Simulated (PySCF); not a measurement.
```json
{"atom": "C", "x (Å)": "-1.4490", "y (Å)": "2.3817", "z (Å)": "0.9070"}
{"atom": "C", "x (Å)": "-1.5943", "y (Å)": "1.4252", "z (Å)": "0.1752"}
{"atom": "C", "x (Å)": "-1.7187", "y (Å)": "0.2609", "z (Å)": "-0.6796"}
{"atom": "C", "x (Å)": "-2.4843", "y (Å)": "-0.8986", "z (Å)": "-0.0734"}
{"atom": "C", "x (Å)": "-1.9889", "y (Å)": "-2.1373", "z (Å)": "-0.2057"}
{"atom": "C", "x (Å)": "-0.6853", "y (Å)": "-2.3369", "z (Å)": "-0.9323"}
{"atom": "Si", "x (Å)": "-0.0373", "y (Å)": "-0.5725", "z (Å)": "-1.0708"}
{"atom": "O", "x (Å)": "1.0868", "y (Å)": "-0.2392", "z (Å)": "0.0891"}
{"atom": "Si", "x (Å)": "1.5620", "y (Å)": "0.5160", "z (Å)": "1.4885"}
{"atom": "H", "x (Å)": "-1.3287", "y (Å)": "3.2349", "z (Å)": "1.5477"}
{"atom": "H", "x (Å)": "-2.1894", "y (Å)": "0.5663", "z (Å)": "-1.6352"}
{"atom": "H", "x (Å)": "-3.4248", "y (Å)": "-0.7024", "z (Å)": "0.4507"}
{"atom": "H", "x (Å)": "-2.5259", "y (Å)": "-2.9990", "z (Å)": "0.2060"}
{"atom": "H", "x (Å)": "-0.8404", "y (Å)": "-2.7988", "z (Å)": "-1.9242"}
{"atom": "H", "x (Å)": "0.0030", "y (Å)": "-3.0018", "z (Å)": "-0.3845"}
{"atom": "H", "x (Å)": "0.5243", "y (Å)": "-0.1857", "z (Å)": "-2.3955"}
{"atom": "H", "x (Å)": "0.5645", "y (Å)": "0.3053", "z (Å)": "2.5777"}
{"atom": "H", "x (Å)": "1.7677", "y (Å)": "1.9762", "z (Å)": "1.2635"}
{"atom": "H", "x (Å)": "2.8617", "y (Å)": "-0.0940", "z (Å)": "1.8981"}
```

Geometry: PBE0-D3(BJ)/def2-SVP.

Theory: PySCF 2.14.0, PBE0/def2-SVPD, SCF density, gas phase.

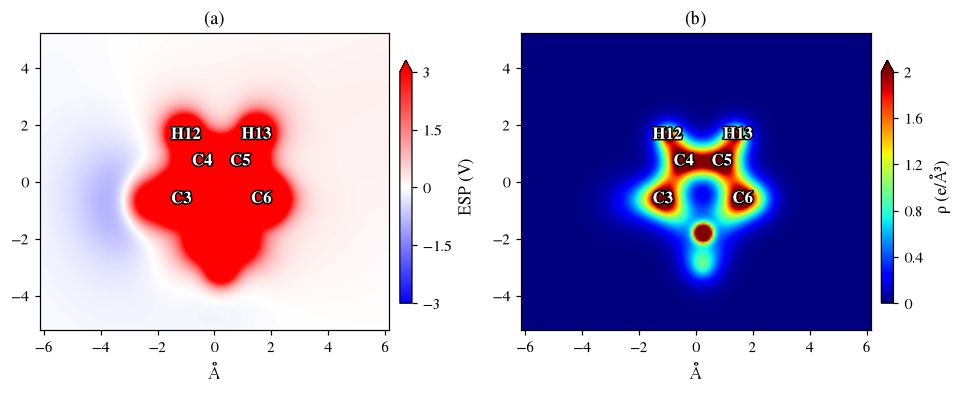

C$_{6}$H$_{10}$OSi$_{2}$. (a) electrostatic potential; (b) electron density on the plane of atoms C5, C4 and H12.

### Interpret the plot.

The plane passes through C and H nuclei.
C–H (1.09 Å): ρ is about 2 e/Å³ halfway.
C–C (1.34 Å): the density is about 2.3 e/Å³ at the midpoint.
Outside the dense part of the molecule the potential is most negative (−0.9 V) near C2, which lies off the plane.
